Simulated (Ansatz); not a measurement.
F6Mo···OH (doublet)

```yaml
atoms:
  - { symbol: Mo, position_ang: [-0.0899, -0.1948, 0.0409] }
  - { symbol: F, position_ang: [-0.4772, -1.0232, 1.6572] }
  - { symbol: F, position_ang: [1.7059, -0.3013, 0.4330] }
  - { symbol: F, position_ang: [-0.1837, 1.4512, 0.8529] }
  - { symbol: F, position_ang: [-1.8959, -0.1088, -0.3214] }
  - { symbol: F, position_ang: [-0.0110, -1.8463, -0.7783] }
  - { symbol: F, position_ang: [0.2901, 0.6088, -1.5717] }
  - { symbol: O, position_ang: [0.3248, 0.7297, 3.7465] }
  - { symbol: H, position_ang: [-0.1775, -0.1164, 3.6280] }
```

Core potentials replace the inner electrons of Mo.

Method: UKS PBE/def2-SVP (Ansatz 0.2.0).

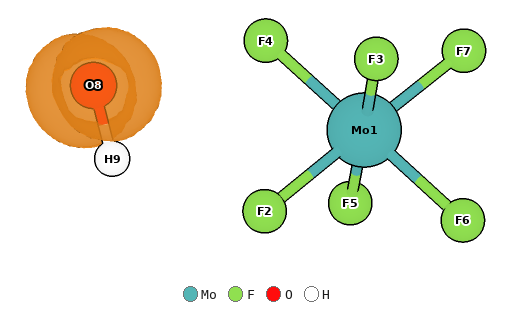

Figure 1. Isosurfaces of the spin density at +0.06 (orange) and −0.06 e/Å³ (purple), seen at an oblique angle.

Question: Where is the unpaired spin?

Answer: The unpaired spin (1 electron) lies mostly on O8 (about 1.0), in electrons by Hirshfeld's partition.

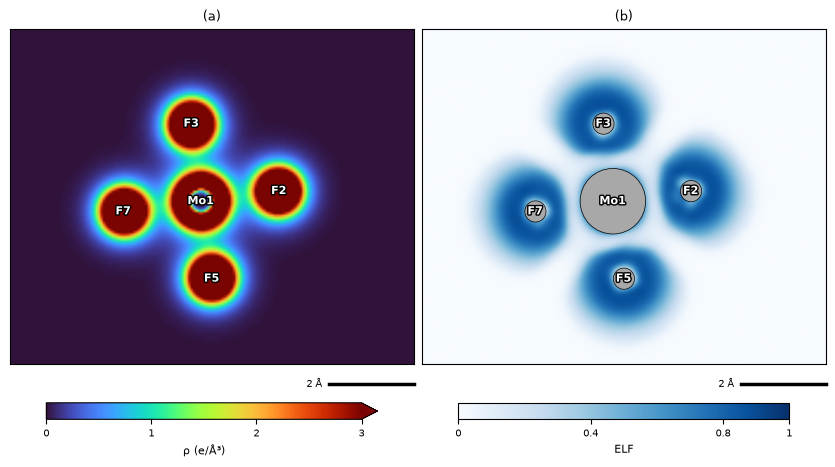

Figure 2. (a) electron density; (b) ELF on the plane of atoms F2, Mo1 and F3. Grey discs cover the atomic cores in the ELF map.

Question: Describe what can be read from this map.

Answer: The plane passes through Mo and F nuclei.
Mo–F (1.86 Å): the density is about 1.1 e/Å³ at the midpoint; the ELF peaks at about 0.80 in the valence shell of F, 0.5 Å from its nucleus, and drops to about 0.20 between the two atoms.

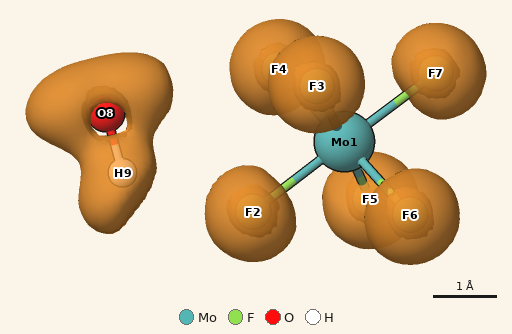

Figure 3. Isosurface of the ELF at 0.75 (orange), seen across its widest extent. Only the valence region is drawn (cores and ρ < 0.01 e/Å³ removed).

Question: Describe the localisation domains.

Answer: The ELF exceeds this value in six regions wrapped around F (the valence shell of each) and one joined region spread over several atoms (H, O), in which their bonds and any lone pairs are merged.


F2···H9 (2.19 Å): the ELF dips to about 0.05 between them (a closed-shell contact with the geometry of a hydrogen bond). Mo–F (1.84 Å): the ELF peaks at about 0.85 in the valence shell of F, 0.5 Å from its nucleus, and drops to about 0.25 between the two atoms.

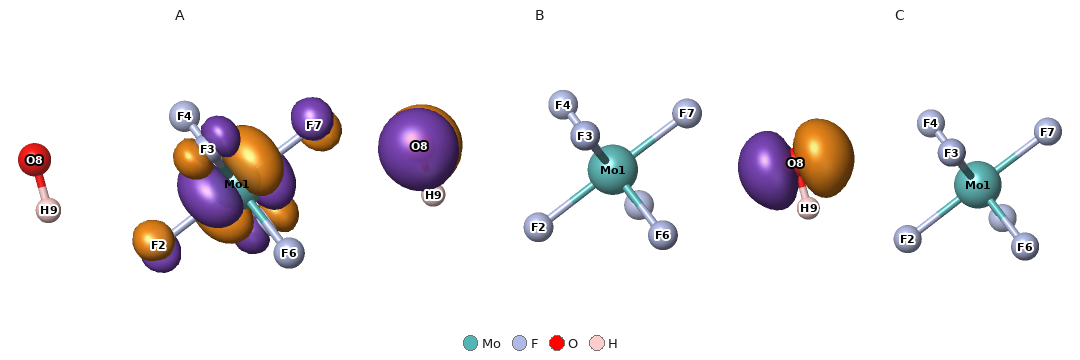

Figure 4. Three frontier orbitals at ±0.2 Å⁻³ᐟ² (orange and purple are the two phases), in no order.

Question: Which picture is the HOMO−1, the HOMO and the LUMO? All are α orbitals.

Answer: B is the HOMO−1 (α) (−9.63 eV). By Hirshfeld shares it lies mainly on O8 (about 95 %); largely a lone pair of O8. C is the HOMO (α) (−7.63 eV). It lies mainly on O8 (about 95 %); largely a lone pair of O8. A is the LUMO (α) (−6.28 eV). It lies mainly on Mo1 (about 65 %), F3 (about 10 %), F5 (about 10 %), F7 (about 10 %) and F2 (about 10 %).

Question: What is the gap between the highest occupied and lowest empty α orbitals?

Answer: 1.35 eV between the orbital energies.
